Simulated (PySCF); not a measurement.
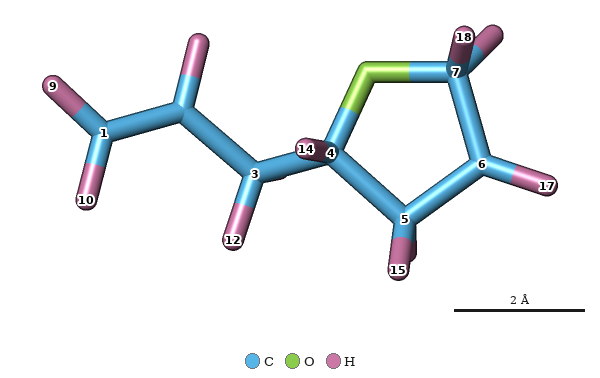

**Figure 1.** The input geometry (stick view, seen at a tilt; atoms are numbered from 1 in the order of the input). Bond lengths as drawn: C–C 1.32 to 1.54 Å, C–H 1.07 to 1.11 Å and C–O 1.41 to 1.42 Å.

# Run report: C7H11O, EPR calculation

The run: EPR calculation of C7H11O, multiplicity 2. Method and program: UKS B3LYP, pcH-1 on C H O, non-relativistic, mean-field spin-orbit, GIAO (PySCF 2.14.0).

It belongs to a series of runs on one base structure; here: H added to sp2 C.

## Output
```
UKS, coarse grid
  cycle   1  E = -348.42362502  |g| = 4.93e-01
  cycle   2  E = -348.32494521  |g| = 7.25e-01
  cycle   3  E = -348.52127103  |g| = 9.67e-02
  cycle   4  E = -348.52443026  |g| = 3.69e-02
  cycle   5  E = -348.52504394  |g| = 8.26e-03
  cycle   6  E = -348.52506477  |g| = 5.48e-03
  cycle   7  E = -348.52508028  |g| = 1.07e-03
  cycle   8  E = -348.52508091  |g| = 4.74e-04
UKS, final grid
  cycle   1  E = -348.52504989  |g| = 5.78e-04
  cycle   2  E = -348.52504976  |g| = 7.75e-04
  cycle   3  E = -348.52505005  |g| = 8.98e-05
  cycle   4  E = -348.52505006  |g| = 1.95e-05
E = -348.52505006 Eh   <S^2> = 0.7539 (exact 0.7500)
g shifts (ppm)      1          2          3
  rmc          -135       -135       -135
  gc             -1         18         20
  oz_so         -10        498        769
  total        -147        381        653
hyperfine (MHz)  atom isotope    a_iso     a_fc   dipolar eigenvalues
    0   13C       0.05       0.05     -0.16     -0.02      0.18
    1   13C      -0.21      -0.21     -0.22     -0.13      0.34
    2   13C      -0.91      -0.91     -0.40     -0.21      0.61
    3   13C       1.32       1.32     -1.32     -0.71      2.04
    4   13C     -34.23     -34.23     -2.36      0.48      1.88
    5   13C      88.39      88.39    -81.62    -81.23    162.85
    6   13C     -36.59     -36.59     -2.03      0.38      1.65
    7   17O       1.15       1.15     -1.70      0.56      1.14
    8    1H      -0.07      -0.07     -0.27     -0.24      0.51
    9    1H      -0.06      -0.06     -0.34     -0.31      0.64
   10    1H       0.03       0.03     -0.63     -0.60      1.23
   11    1H      -0.10      -0.10     -1.13     -1.02      2.15
   12    1H       0.61       0.61     -1.37     -1.25      2.62
   13    1H      -1.61      -1.61     -2.86     -2.36      5.22
   14    1H      83.35      83.35     -4.73     -3.91      8.64
   15    1H     143.37     143.37     -5.37     -3.51      8.88
   16    1H     -63.96     -63.96    -39.01     -0.04     39.06
   17    1H     128.12     128.12     -5.38     -3.54      8.92
   18    1H     103.67     103.67     -4.80     -3.77      8.57
```

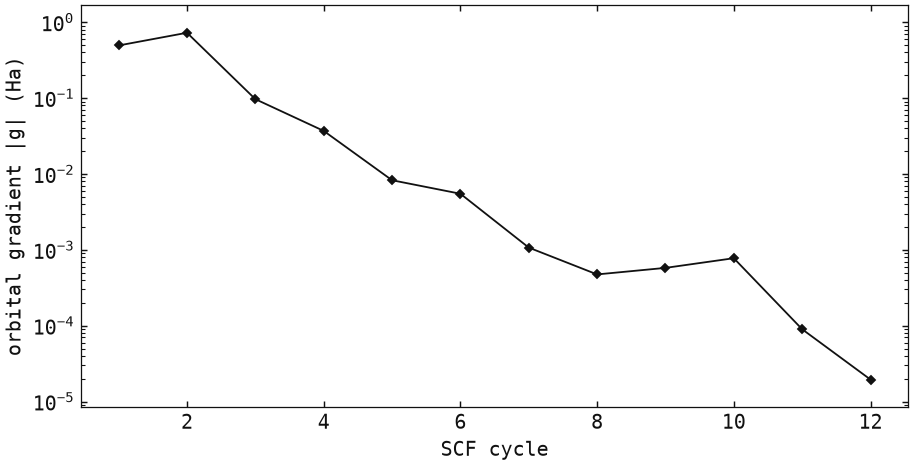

**Figure 2.** Convergence of the self-consistent field: orbital gradient |g| against the SCF cycle. All cycles printed in the log are drawn one after another.

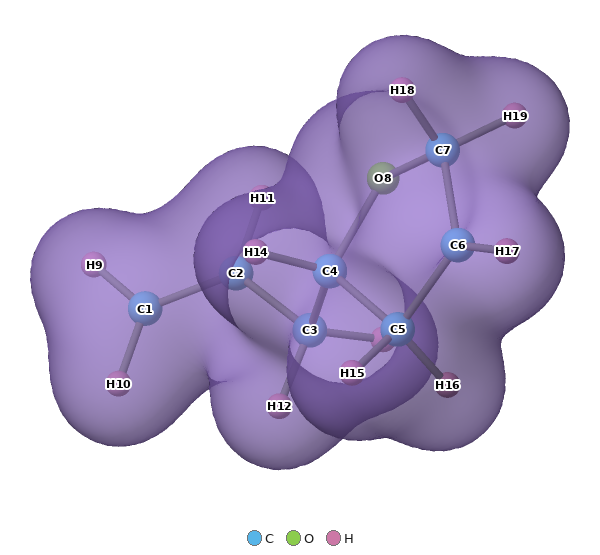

**Figure 3.** Isosurface of the total electron density at 0.1 e/Å³ (purple), seen at an oblique angle. At this value the surface is in one piece. On the grid the lowest density along these lines, outside the cores, is 2.3 e/Å³ (C–C, 1.32 Å), 1.7 e/Å³ (C–O, 1.41 Å), 1.9 e/Å³ (C–H, 1.07 Å) and 1.7 e/Å³ (C–C, 1.48 Å).

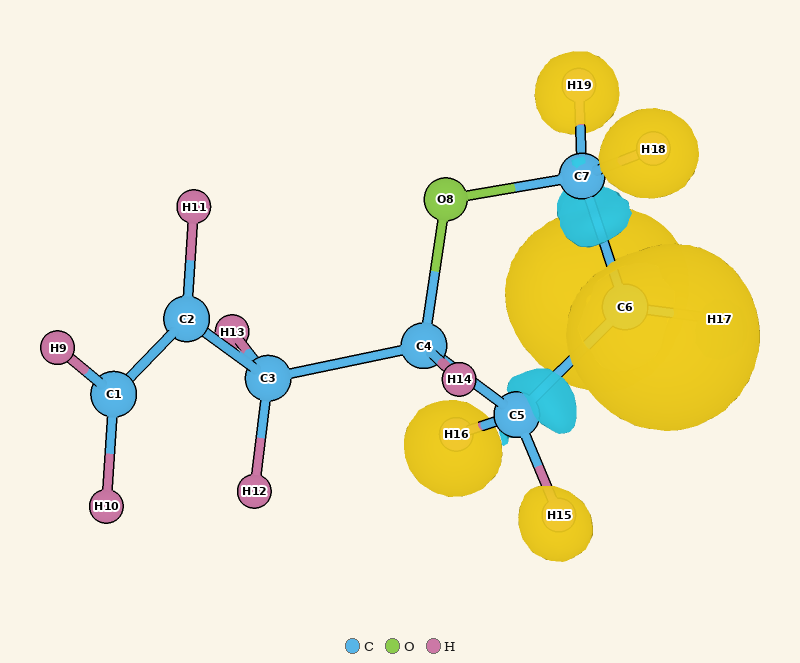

**Figure 4.** Isosurfaces of the spin density at +0.03 (yellow) and −0.03 e/Å³ (cyan), seen at a tilt. The unpaired spin (1 electron) lies mostly on C6 (about 0.7), in electrons by Hirshfeld's partition.

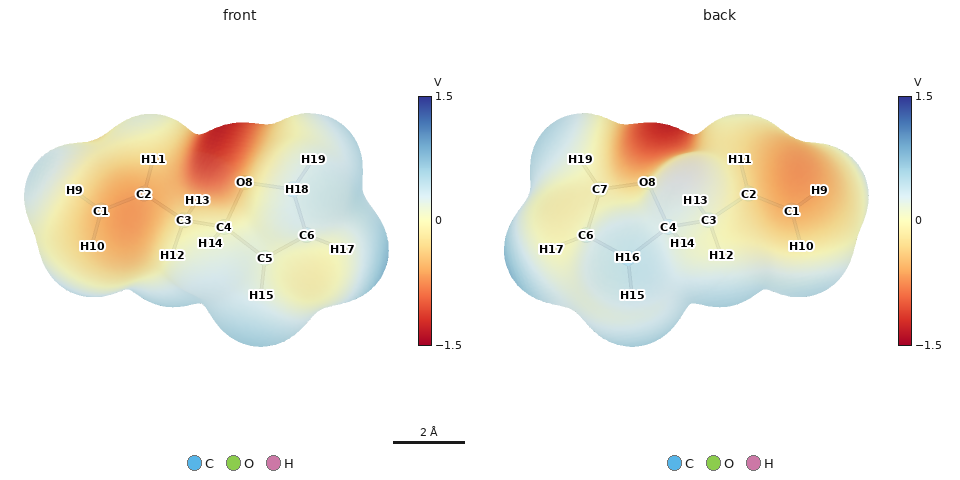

**Figure 5.** The molecular electrostatic potential painted on the density surface at 0.001 e/bohr³, seen at a tilt and from behind; red is negative and blue positive.

This output came from the following input.

## The input
```
{"job": {"kind": "epr", "basis": "pcH-1"}, "charge": 0, "multiplicity": 2}
C      3.257266     0.506539    -0.253709
C      2.187002     0.145604     0.428064
C      1.056020    -0.652302    -0.138247
C     -0.248441     0.146905    -0.096521
C     -1.437189    -0.559010    -0.777468
C     -2.567454    -0.154013     0.083105
C     -2.042729     0.483255     1.308419
O     -0.637920     0.351534     1.255098
H      4.044760     1.094285     0.186621
H      3.395965     0.221049    -1.284612
H      2.055912     0.442901     1.458836
H      1.267691    -0.930807    -1.172243
H      0.915047    -1.559202     0.455218
H     -0.085767     1.128416    -0.574149
H     -1.554249    -0.258585    -1.821995
H     -1.291762    -1.649579    -0.769903
H     -3.605033    -0.315710    -0.120694
H     -2.322900     1.555099     1.365444
H     -2.396022     0.012874     2.237812
```

The first line tells a small driver script what to run in PySCF; the rest is the geometry in Å.

Launched with:
```bash
OMP_NUM_THREADS=1 python <driver script> task.json out
```

## Summary

- outcome: converged
- total energy: −348.525050 hartree
- ⟨S²⟩: 0.754
- isotropic g: 2.0026
- hardware: 1 CPU thread, shared host
- wall time: 1.7 min
- peak memory: 1 GiB
